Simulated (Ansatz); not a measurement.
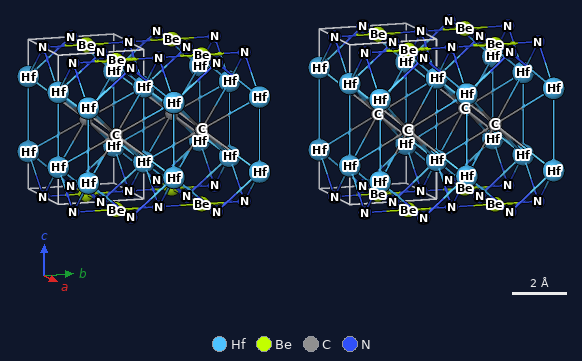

Two geometries of a crystal of Hf$_{2}$BeCN$_{2}$ (a generated structure, set up in P4/mmm) (coarse preliminary run), drawn at one scale. One is the start of a relaxation, the other its converged end. The picture is a ball-and-stick view of the cell of the calculation, repeated 2 × 2 × 1 with one cell outlined, seen slightly off an axis.

Computed with Ansatz 0.2.0, DFT PBE, scalar-relativistic, plane waves, PAW. Set-up: plane-wave cutoff 420 eV; k-point mesh 6 × 6 × 4; occupations gaussian; smearing width 0.1 eV; no spin polarisation; cell and atoms relaxed; force threshold 0.04 eV/Å; at most 70 steps.

Question: Which one is relaxed?

Answer: The left one is the relaxed one. The energy falls by 78.2 meV per atom in 3 accepted moves (4 points after the start). Largest force component: 0.31 eV/Å at the start, 0.033 eV/Å at the end. The pressure goes from −13.68 to −0.09 GPa. The SCF was repeated once at an unchanged geometry on a basis and grid sized afresh for the cell, which shifted the energy by 1.6 meV per atom at most. The largest moves relative to the cell, 0.034 Å, are those of Hf atoms. C and Be and N stay in place. Cell: a = b 3.451 → 3.405 Å (−1.3 %), c 6.103 → 5.698 Å (−6.6 %). Volume −9.1 %. Some distances before and after: Hf–Hf 3.143 → 2.865 Å, Hf–Hf 2.960 → 2.833 Å, C–Hf 2.903 → 2.802 Å, Hf–N 2.273 → 2.215 Å. The space group stays P4/mmm (No. 123). Cost: 16 s on 1 thread of Intel(R) Xeon(R) 6975P-C (Granite Rapids), on a shared host, peak memory 0.47 GiB.
